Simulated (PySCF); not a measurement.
Vertical excitations of a molecule C5H7F from PySCF 2.14.0 with TDA-PBE/def2-SVPD, as energy in eV (oscillator strength): 5.91 (0.021), 6.18 (0.001), 6.44 (0.001), 6.58 (0.238), 6.94 (0.001), 6.99 (0.349), 7.27 (0.003), 7.60 (0.001), 7.62 (0.005), 7.94 (0.011). Lowest triplet (TDA): 4.26 eV. Coordinates come from a B3LYP-D3(BJ)/def2-SVP optimisation. The values are those of a single conformer.

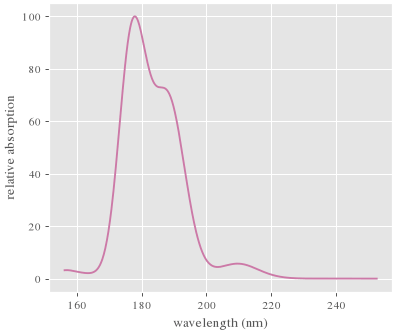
*The lines broadened by 0.4 eV.*

Pick the molecule that these values belong to.
A. C[C@@H]1C=C[C@@H]1F
B. CC(C)=C=CF
C. F/C=C\C1CC1
D. C=C[C@@H]1C[C@@H]1F

C, F/C=C\C1CC1
